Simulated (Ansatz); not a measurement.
**Phonons of HfO2 (Fm-3m) against volume**

Wanted: mode Grüneisen parameters of HfO2 (Fm-3m).

Calculated with Ansatz 0.2.0; DFT LDA, scalar-relativistic, plane waves, PAW; PAW set soft_1.

**1. Starting point**

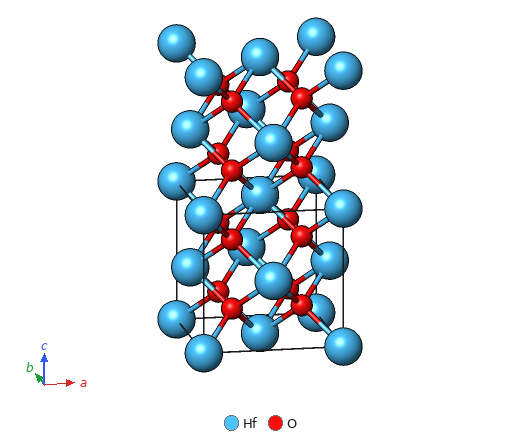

Start, viewed slightly off an axis; hafnium blue, oxygen red. 1×1×2 cells are drawn. This picture shows the conventional cell, with its axes. Some periodic images of atoms are drawn too.

**2. The dispersion**

The cell comes from relaxations at this level that are not shown. Stability and thermal properties need the whole zone. Linear response on a 4×4×4 q mesh gives force constants as far as a supercell of that size would, and the tensors from the zone-centre run are typed in so that the long-range dipole term is interpolated apart.

input.yaml reads:

```yaml
crystal:
  lattice:
    - [0.0, 2.5008662479, 2.5008662479]
    - [2.5008662479, 0.0, 2.5008662479]
    - [2.5008662479, 2.5008662479, 0.0]
  atoms:
    - { symbol: Hf, position: [0.0, 0.0, 0.0] }
    - { symbol: O, position: [0.25, 0.25, 0.25] }
    - { symbol: O, position: [0.75, 0.75, 0.75] }
kpoints:
  mp_grid: { grid: [8, 8, 8] }
hamiltonian:
  xc: lda
  pseudopotentials: { kind: paw, azcp: { folder: soft_1 }, xc_functional: pbe }
scf:
  occupations: { method: fixed }
output:
  eigenvalues: true
phonons:
  method: dfpt
  qmesh: [4, 4, 4]
  temperatures: { t_max: 1000, t_step: 50 }
  qpath:
    path:
      - [[0.0, 0.0, 0.0], [0.5, 0.0, 0.5], [0.625, 0.25, 0.625]]
      - [[0.375, 0.375, 0.75], [0.0, 0.0, 0.0], [0.5, 0.5, 0.5], [0.5, 0.25, 0.75], [0.5, 0.0, 0.5]]
    npoints: 10
  non_analytic_term:
    high_frequency_dielectric_tensor: [[5.3952, 0.0, 0.0], [0.0, 5.3952, 0.0], [0.0, 0.0, 5.3952]]
    born_effective_charges:
      - { species: Hf, tensor: [[5.5895, 0.0, 0.0], [0.0, 5.5895, 0.0], [0.0, 0.0, 5.5895]] }
      - { species: O, tensor: [[-2.7948, 0.0, 0.0], [0.0, -2.7948, 0.0], [0.0, 0.0, -2.7948]] }
      - { species: O, tensor: [[-2.7948, 0.0, 0.0], [0.0, -2.7948, 0.0], [0.0, 0.0, -2.7948]] }
    source: "zone-centre run at this cell"
```

The run is started by

```
$ ansatz run input.yaml --threads 4 --pin off --max-ram 10240MiB --backend cpu --events-out ev --progress --plain --runs-dir out
```

Numbers of over 12 decimals in the logs are rounded to 6 here.

The log of the run:

```text
Warning: phonons: the dynamical matrix that this run interpolates holds no multipole term above the dipole-dipole one, and a site of this crystal is no centre of inversion, so its interpolated transverse optical and acoustic branches and sound speeds can stay off near Gamma, and the density of states and the thermodynamics with them. What a run solves at a wave vector of phonons.qpoints, Gamma apart, where the deck admits one, is free of this, and under fd what a larger phonons.supercell samples
Engine: ansatz 0.2.0, aarch64-unknown-linux-gnu
Pseudopotentials: kind: paw
Pseudopotential: Hf, paw, valence charge 26, recommended cutoff 420 eV (normal), soft_1/Hf.paw.azcp
Pseudopotential: O, paw, valence charge 6, recommended cutoff 420 eV (normal), soft_1/O.paw.azcp
Functional definition: SPW92
  exchange = slater_x
  correlation = pw_c
Crystal: 3 atoms, lattice volume = 31.282 Å³
Basis set: ecut = 420 eV, 609 PW (Γ), exchange–correlation on 48×48×48 points (8 copies of the dense FFT grid, shifted against one another)
Bands: 23, of which v1, the nominal top of the filled ones, is band 19 counted from 1 (18 counted from 0)
Symmetry: 48 space group operations
k-points: 29 of 512
Non-local potential: Hf, projectors of the file, l = 0: 3, l = 1: 2, l = 2: 2, l = 3: 3
Non-local potential: O, projectors of the file, l = 0: 2, l = 1: 2, l = 2: 1
PAW form: soft (Blöchl's): semilocal exchange-correlation on the pseudo side does not see the compensation charge
PAW frozen core: Hf, regenerated for the run's functional, and the local potential with it (the file was generated under x = pbe(κ = 0.804, μ = 0.219515), c = pbe(β = 0.066725))
PAW frozen core: O, regenerated for the run's functional, and the local potential with it (the file was generated under x = pbe(κ = 0.804, μ = 0.219515), c = pbe(β = 0.066725))
PAW one-centre angular grid: Hf, 590 points (default); XC on 64 Gauss nodes
PAW one-centre angular grid: O, 110 points (default); XC on 64 Gauss nodes
Initial density: superposition of atomic densities (chi_scale 0.1, normalization cell, long waves kept (reshape's long-wave potential 0.00 eV rms))
Initial wavefunctions: pseudopotential atomic-orbital guess
Functional: x = slater, c = lda
SCF iter   1: F=—  HF=-16594.311818 eV  |F-HF|=—  |Δ(HF+E_count)|=         —  Δρ=9.06e-2  dr2=1.96e0  ethr=3.10e-3  ⟨swp⟩=4.0  Hψ=2196  notcnv=0  defer=56
preconditioner: auto → none  [insulator: Δε(μ)=3.094 eV  Ē_g=19.419 eV  n_scr=14 (ndim 8)  ℏωp=39.8 eV  f_vac=0.000  ε∞_Penn≈5.2]
SCF iter   2: F=—  HF=-16593.723408 eV  |F-HF|=—  |Δ(HF+E_count)|=   5.88e-1  Δρ=3.64e-2  dr2=3.52e-1  ethr=3.10e-3  ⟨swp⟩=2.3  Hψ=1566  notcnv=0  defer=52
SCF iter   3: F=—  HF=-16593.640284 eV  |F-HF|=—  |Δ(HF+E_count)|=   8.31e-2  Δρ=2.58e-2  dr2=1.14e-1  ethr=9.26e-4  ⟨swp⟩=2.0  Hψ=1158  notcnv=0  defer=58
SCF iter   4: F=—  HF=-16593.617544 eV  |F-HF|=—  |Δ(HF+E_count)|=   2.27e-2  Δρ=5.51e-3  dr2=4.64e-3  ethr=2.99e-4  ⟨swp⟩=2.7  Hψ=1344  notcnv=0  defer=58
SCF iter   5: F=—  HF=-16593.619750 eV  |F-HF|=—  |Δ(HF+E_count)|=   2.21e-3  Δρ=2.61e-3  dr2=7.06e-4  ethr=1.22e-5  ⟨swp⟩=2.0  Hψ=1332  notcnv=0  defer=58
SCF iter   6: F=—  HF=-16593.620058 eV  |F-HF|=—  |Δ(HF+E_count)|=   3.08e-4  Δρ=2.33e-4  dr2=5.30e-6  ethr=1.86e-6  ⟨swp⟩=2.0  Hψ=1102  notcnv=0  defer=58
SCF iter   7: F=—  HF=-16593.620057 eV  |F-HF|=—  |Δ(HF+E_count)|=   1.20e-6  Δρ=1.35e-5  dr2=3.46e-8  ethr=1.40e-8  ⟨swp⟩=2.1  Hψ=1155  notcnv=0
SCF iter   8: F=—  HF=-16593.620059 eV  |F-HF|=—  |Δ(HF+E_count)|=   2.41e-6  Δρ=2.13e-6  dr2=6.63e-10  ethr=9.12e-11  ⟨swp⟩=2.5  Hψ=1225  notcnv=0
SCF iter   9: F=—  HF=-16593.620059 eV  |F-HF|=—  |Δ(HF+E_count)|=  7.28e-11  Δρ=2.45e-7  dr2=2.04e-11  ethr=1.75e-12  ⟨swp⟩=2.1  Hψ=1209  notcnv=0
SCF iter  10: F=-16593.620059 eV  HF=-16593.620059 eV  |F-HF|=7.28e-12  |Δ(HF+E_count)|=  1.46e-11  Δρ=1.67e-8  dr2=3.29e-14  ethr=1.00e-12  ⟨swp⟩=7.7  Hψ=4148  notcnv=0
SCF 1 converged in 10 iterations: F = -16593.620059 eV  dr2 = 3.29e-14
  greatest PAW one-centre occupation: 0.999 electrons in one spin orbital (limit 2), on the Hf atom at site 0 (counted from 0), in its partial waves of l = 3
NSCF: frozen V_eff on 29 k-points
NSCF: frozen V_eff on 59 k-points
DFPT response loops at q = (0, 0, 0) (fractional): preconditioner auto → none (the input reference at scf.mixing.eps_inf says where Resta's filter doesn't serve); β = 0.50; Broyden in place of MSR1
NSCF: frozen V_eff on 576 k-points
DFPT response loops at q = (0, 0, 0.25) (fractional): mixed as the last ones told, above
NSCF: frozen V_eff on 300 k-points
DFPT response loops at q = (0, 0, -0.5) (fractional): preconditioner auto → Resta (q_TF=auto, 2.818 Å⁻¹)  ε∞=4.0 (no band partly filled); β = 1.00, the filter's whole step (`scf.mixing.beta` (0.50) is not read by the response loops at its default; to damp them type it under 1.00, their step now; it binds the ground state too); Broyden in place of MSR1
NSCF: frozen V_eff on 328 k-points
DFPT response loops at q = (0, 0.25, 0.25) (fractional): preconditioner auto → none (the input reference at scf.mixing.eps_inf says where Resta's filter doesn't serve); β = 0.50; Broyden in place of MSR1
NSCF: frozen V_eff on 1024 k-points
DFPT response loops at q = (0, 0.25, -0.5) (fractional): mixed as the last ones told, above
NSCF: frozen V_eff on 576 k-points
DFPT response loops at q = (0, 0.25, -0.25) (fractional): mixed as the last ones told, above
NSCF: frozen V_eff on 190 k-points
DFPT response loops at q = (0, -0.5, -0.5) (fractional): preconditioner auto → Resta (q_TF=auto, 2.818 Å⁻¹)  ε∞=4.0 (no band partly filled); β = 1.00, the filter's whole step (`scf.mixing.beta` (0.50) is not read by the response loops at its default; to damp them type it under 1.00, their step now; it binds the ground state too); Broyden in place of MSR1
NSCF: frozen V_eff on 328 k-points
DFPT response loops at q = (0.25, -0.5, -0.25) (fractional): preconditioner auto → none (the input reference at scf.mixing.eps_inf says where Resta's filter doesn't serve); β = 0.50; Broyden in place of MSR1
SCF converged after 10 iterations
Free energy (F): -16593.620059 eV
Harris-Foulkes:  -16593.620059 eV  (|F-HF|=7.28e-12)
Internal energy: -16593.620059 eV  (E = F + TS)
E sigma→0 (E₀):  -16593.620059 eV
Fermi energy:    15.224507 eV
--- Per-component energies (eV) ---
  E_band       = 24.778586
  E_kinetic    = 743.874966
  E_local      = -6872.083264  (includes V_loc(G=0)·N_el)
  E_nonlocal   = 187.373025
  E_hartree    = 3281.522474
  E_xc         = -405.870009
  E_vxc        = -436.995478  (∫ρ·V_xc dr)
  E_paw        = -7761.213429  (= ΣΔE_a)
  E_vpaw       = -160.437224  (= ΣTr[D̂ρ^β])
  E_aug_tail   = 0.001613  (compensation charges beyond the density's cutoff)
  E_ewald      = -5769.876366
  E_core_change = 2.650931  (= ΣΔE_core)
  E_smearing   = -0.000000  (= −TS)
  E_closure    = -0.000000  (closes the sum)
  Σ components = -16593.620059   (vs F -16593.620059, Δ=0.00e0)
--- Band table (eV; the first three rows and the last of 29) ---
  k-point 0: bands = [... 15 lower, 9.4991, 14.5762, 14.5762, 14.5762, 18.9887, 18.9887, 21.1487, 26.0868]
  k-point 1: bands = [... 15 lower, 9.9831, 14.1086, 14.2603, 14.2603, 19.3145, 19.3145, 21.7498, 25.3066]
  k-point 2: bands = [... 15 lower, 11.0678, 13.1688, 13.7064, 13.7064, 19.7912, 19.7912, 22.3357, 24.7326]
  k-point 28: bands = [... 15 lower, 12.5106, 12.5106, 13.6795, 14.9995, 20.0084, 20.3684, 22.5864, 22.5864]
--- Phonons (Γ-DFPT): 2 representative perturbations + reference (Σ response iterations 7) ---
  ASR residual: 7.075e-6 → 0.000e0 eV/Å²; symmetrization residual: 2.674e-7 eV/Å²
  ASR residual per site (eV/Å²): 4.78e-6 7.07e-6 7.07e-6
  Γ frequencies (cm⁻¹): 0.00 0.00 0.00 248.35 248.35 248.35 596.47 596.47 596.47
--- Phonons (arbitrary-q DFPT): 8 irreducible q on the 4×4×4 mesh ---
  q = [0.0000, 0.0000, 0.0000] (star 1, of the zone-centre solve; hermiticity 4.46e-8, symmetrization 2.72e-12): -0.00 -0.00 0.00 248.35 248.35 248.35 596.47 596.47 596.47
  q = [0.0000, 0.0000, 0.2500] (star 8, 2 solved perturbations on 288 of 512 k-point pairs; hermiticity 6.28e-8, symmetrization 3.14e-8): 79.78 79.78 151.45 332.34 332.34 551.46 571.31 571.31 619.51
  q = [0.0000, 0.0000, -0.5000] (star 4, 2 solved perturbations on 150 of 512 k-point pairs; hermiticity 1.22e-5, symmetrization 6.09e-6): 92.49 92.49 200.78 415.15 415.15 510.65 531.16 531.16 603.34
  q = [0.0000, 0.2500, 0.2500] (star 6, 4 solved perturbations in 528 linear systems a pass and spin channel, the states on 164 of 512 k-point pairs; hermiticity 3.34e-8, symmetrization 2.51e-10): 78.88 78.88 201.36 265.44 265.44 446.68 590.01 590.01 668.49
  q = [0.0000, 0.2500, -0.5000] (star 24, 4 solved perturbations in 1600 linear systems a pass and spin channel, the states on 512 of 512 k-point pairs; hermiticity 3.10e-8, symmetrization 8.20e-10): 96.89 131.03 198.04 277.28 355.69 365.26 557.20 582.07 670.54
  q = [0.0000, 0.2500, -0.2500] (star 12, 4 solved perturbations in 904 linear systems a pass and spin channel, the states on 288 of 512 k-point pairs; hermiticity 3.51e-6, symmetrization 1.75e-6): 93.74 123.54 196.13 235.42 436.12 468.02 493.43 597.95 645.07
  q = [0.0000, -0.5000, -0.5000] (star 3, 4 solved perturbations in 308 linear systems a pass and spin channel, the states on 95 of 512 k-point pairs; hermiticity 4.51e-8, symmetrization 1.24e-8): -217.74 102.23 102.23 259.57 323.82 323.82 574.31 574.31 707.08
  q = [0.2500, -0.5000, -0.2500] (star 6, 4 solved perturbations in 502 linear systems a pass and spin channel, the states on 164 of 512 k-point pairs; hermiticity 3.52e-6, symmetrization 1.76e-6): 52.62 106.23 191.25 191.25 255.69 477.50 477.50 615.73 679.97
  sum rule: each row above includes the acoustic sum rule's correction from the zone centre's row sums; it moved no ω² by more than (0.35 cm⁻¹)²
  mesh force constants: q→R imaginary residual 5.69e-18; ASR residual 7.075e-6 → 0.000e0 eV/Å²; symmetrization residual 1.066e-14 eV/Å²
  interpolated dispersion: 63 rows × 9 modes
  density of states and harmonic sums: on the 24×24×24 q-mesh, interpolated from the force constants of a 4×4×4 supercell (with the dipole–dipole term of supplied tensors)
  largest difference from the sums on the solved wave vectors: F 1.17e-3 eV, S 1.72e-6 and C_V 1.01e-6 eV/K
  zero-point energy: 0.199526 eV/cell   skipped modes (ω ≤ 0): 48, of them read as no rigid motion or as one in doubt: 45 (9.310e-2 modes/cell left out, lowest -217.74 cm⁻¹)   left out of the sums: 1.04e-2 of the cell's modes: C_V's classical limit lies that fraction below 3 k_B per atom; for a crystal, a wire or a layer, F and S can be off by more, and a phonons.interpolated_qmesh denser along its periods is the remedy for the sampling
```

The job ended after 87 s (4 threads of Arm Neoverse V2, shared host; peak memory 1.2 GiB).

The column dr2 measures how far the density is from self-consistency, as an energy; F and HF (Harris–Foulkes) agree once it is small.

This step gave:

- gap on the k-mesh: 3.661 eV
- volume per atom: 10.43 Å³
- sum-rule residual before enforcement: 7.07e-6 eV/Å²
- lowest frequency on the path: -217.7 cm⁻¹
- point group: m-3m
- highest frequency on the path or at a solved wavevector: 707.1 cm⁻¹
- highest optical mode at the zone centre (no LO-TO term): 596.5 cm⁻¹
- lowest optical zone-centre mode: 248.3 cm⁻¹
- lowest mode on the q mesh (acoustic modes at Γ apart): -217.7 cm⁻¹

Frequencies (cm⁻¹) solved at each irreducible wavevector; negative means imaginary. Frequencies by wavevector, by row:

| q in reciprocal lattice units | star | mode 1 | mode 2 | mode 3 | mode 4 | mode 5 | mode 6 | mode 7 | mode 8 | mode 9 |
| --- | --- | --- | --- | --- | --- | --- | --- | --- | --- | --- |
| 0 0 0 | 1 | 0 | 0 | 0 | 248.3 | 248.3 | 248.3 | 596.5 | 596.5 | 596.5 |
| 0 0 0.25 | 8 | 79.8 | 79.8 | 151.4 | 332.3 | 332.3 | 551.5 | 571.3 | 571.3 | 619.5 |
| 0 0 -0.5 | 4 | 92.5 | 92.5 | 200.8 | 415.1 | 415.1 | 510.6 | 531.2 | 531.2 | 603.3 |
| 0 0.25 0.25 | 6 | 78.9 | 78.9 | 201.4 | 265.4 | 265.4 | 446.7 | 590 | 590 | 668.5 |
| 0 0.25 -0.5 | 24 | 96.9 | 131 | 198 | 277.3 | 355.7 | 365.3 | 557.2 | 582.1 | 670.5 |
| 0 0.25 -0.25 | 12 | 93.7 | 123.5 | 196.1 | 235.4 | 436.1 | 468 | 493.4 | 598 | 645.1 |
| 0 -0.5 -0.5 | 3 | -217.7 | 102.2 | 102.2 | 259.6 | 323.8 | 323.8 | 574.3 | 574.3 | 707.1 |
| 0.25 -0.5 -0.25 | 6 | 52.6 | 106.2 | 191.2 | 191.2 | 255.7 | 477.5 | 477.5 | 615.7 | 680 |

Symmetry leaves 8 wavevectors to solve. The lowest mode among them, the acoustic zeros apart, lies at q = (0, -0.5, -0.5) and is imaginary, 217.7i cm⁻¹, so the energy falls along it.

**3. Relaxing at another volume, volume ratio 0.97**

The volume is scaled by 0.97 and held; symmetry leaves nothing to relax, so this is a single point. The modes can then be followed against volume.

input.yaml, the sections that differ from step 2:

```yaml
crystal:
  lattice:
    - [0.0, 2.4756032454, 2.4756032454]
    - [2.4756032454, 0.0, 2.4756032454]
    - [2.4756032454, 2.4756032454, 0.0]
  atoms:
    - { symbol: Hf, position: [0.0, 0.0, 0.0] }
    - { symbol: O, position: [0.25, 0.25, 0.25] }
    - { symbol: O, position: [0.75, 0.75, 0.75] }
output:
  forces: true
  stress: true
  eigenvalues: true
# kpoints, hamiltonian, scf: as in step 2
# phonons: removed
```

The log of the run:

```text
[...]
Crystal: 3 atoms, lattice volume = 30.344 Å³
Basis set: ecut = 420 eV, 609 PW (Γ)
Bands: 23, of which v1, the nominal top of the filled ones, is band 19 counted from 1 (18 counted from 0)
Symmetry: 48 space group operations
[...]
k-points: 29 of 512
[...]
--- Band table (eV; the first three rows and the last of 29) ---
  k-point 0: bands = [... 15 lower, 9.9083, 15.1770, 15.1770, 15.1770, 19.6615, 19.6615, 22.0026, 27.0938]
  k-point 1: bands = [... 15 lower, 10.4258, 14.7093, 14.8479, 14.8479, 20.0089, 20.0089, 22.5974, 26.2614]
  k-point 2: bands = [... 15 lower, 11.5715, 13.7613, 14.2769, 14.2769, 20.5147, 20.5147, 23.1355, 25.6760]
  k-point 28: bands = [... 15 lower, 13.0591, 13.0591, 14.2382, 15.6063, 20.7348, 21.1197, 23.4745, 23.4745]
[key lines of the parts left out:]
SCF converged after 8 iterations
Free energy (F): -16593.593983 eV
Fermi energy:    15.841295 eV
P = ⅓ Tr σ = 9.1763 GPa (91.763 kbar)
```

Wall time 0.53 s (4 threads); peak memory 0.29 GiB.

This step gave:

```yaml
pressure: 9.176 GPa
gap_on_the_k_mesh: 3.732 eV
volume_per_atom: 10.11 Å³
direct_gap_on_mesh: 3.732 eV
```

At this level the gap is 3.73 eV on the k-mesh of the self-consistent run, which can miss the band edges.

[end of part 1 of 2]

[Logs are printed without paths, hosts, clocks, repeated set-up lines and the standing remarks that a program may print on its own settings, such as how far it seeks lower states.]

[Hosts, paths, dates, database ids (printed as entryN), source tags and the programs' standing remarks are cut or masked in the printed files.]
